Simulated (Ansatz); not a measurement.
```yaml
atoms:
  - { symbol: C, position_ang: [-2.0356, 0.8383, -0.5310] }
  - { symbol: P, position_ang: [-3.0322, -0.4147, -0.9598] }
  - { symbol: Zn, position_ang: [-0.1894, 0.4127, -0.7537] }
  - { symbol: H, position_ang: [-2.3971, 1.8012, -0.1616] }
  - { symbol: H, position_ang: [1.2553, -0.0556, -0.9780] }
```

Geometry: B3LYP/6-31G*.

Method: isolated molecule in a Gaussian basis; Kohn-Sham density functional theory, functional PBE0 (Ansatz).

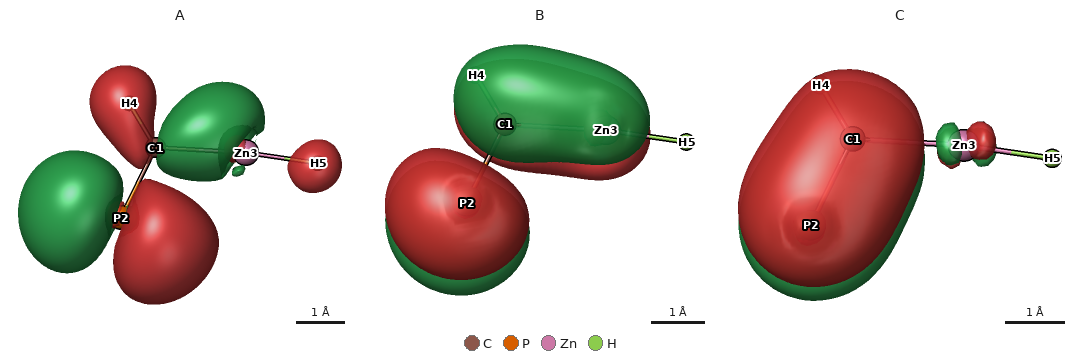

CH₂PZn (SMILES [P]=[CH][ZnH]) (doublet). Three frontier orbitals at ±0.08 Å⁻³ᐟ² (green and red are the two phases), in no order.

Q: Order the three orbitals by energy and name them. All are α orbitals.

A: C is the HOMO−1 (α) (−7.89 eV). It lies mainly on P2 (about 50 %), C1 (about 40 %) and Zn3 (about 5 %); it changes sign across the molecular plane (π type); π-bonding across C1–P2. A is the HOMO (α) (−5.83 eV). By Hirshfeld shares it lies mainly on P2 (about 70 %), C1 (about 15 %) and Zn3 (about 10 %); it is symmetric in the molecular plane (an in-plane orbital: σ, lone-pair or in-plane π type); largely a lone pair of P2. B is the LUMO (α) (−2.05 eV). By Hirshfeld shares it lies mainly on P2 (about 50 %), C1 (about 30 %) and Zn3 (about 20 %); it changes sign across the molecular plane (π type); π-bonding across C1–Zn3; π-antibonding (a node) across C1–P2.

Q: What is the gap between the highest occupied and lowest empty α orbitals?

A: 3.78 eV between the orbital energies.
